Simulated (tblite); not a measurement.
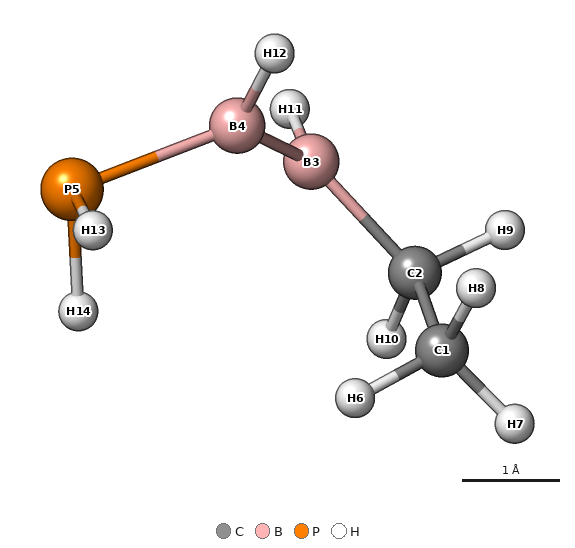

Figure 1. The structure (ball-and-stick view, seen at a tilt; atoms are numbered from 1 in the order of the input).

C$_{2}$H$_{9}$B$_{2}$P: relaxed scan

C$_{2}$H$_{9}$B$_{2}$P, SMILES CCBBP, computed with GFN2-xTB relaxed scan under a harmonic restraint, gas phase (tblite 0.8.0).

### The program's output
```
point  coordinate     E/eV
  0    -57.500     -375.46098
```

The run was set up as follows.

### Input file
```
{"job": {"xc": "GFN2-xTB", "basis": "xTB", "coordinate": [["t", [13, 3, 12, 4], 0.3333333333333333], ["t", [3, 12, 13, 4], 0.3333333333333333], ["t", [12, 13, 3, 4], 0.3333333333333333]], "kind": "drive"}, "charge": 0, "multiplicity": 1}
C     -1.234952    -0.596700    -1.231036
C     -1.287923     0.669523    -0.374931
B      0.088777     1.197734     0.210778
B      1.519062     0.488770    -0.082378
P      2.291733    -0.728643     1.129872
H     -0.839048    -1.431292    -0.655068
H     -2.226545    -0.872265    -1.588327
H     -0.590701    -0.447949    -2.094913
H     -1.734093     1.475548    -0.966966
H     -1.989765     0.507038     0.449464
H     -0.018203     2.137966     0.912744
H      2.216803     0.715457    -1.001651
H      2.635115    -1.736260     0.243478
H      1.169062    -1.379398     1.618121
```

The first line tells a small driver script what to run in tblite; the rest is the geometry in Å.

Run as:
```bash
OMP_NUM_THREADS=1 python <driver script> task.json out
```

### Results in brief

```json
{"quantity": "outcome", "value": "converged"}
{"quantity": "hardware", "value": "1 CPU thread, shared host"}
{"quantity": "peak memory", "value": "0.18 GiB"}
```
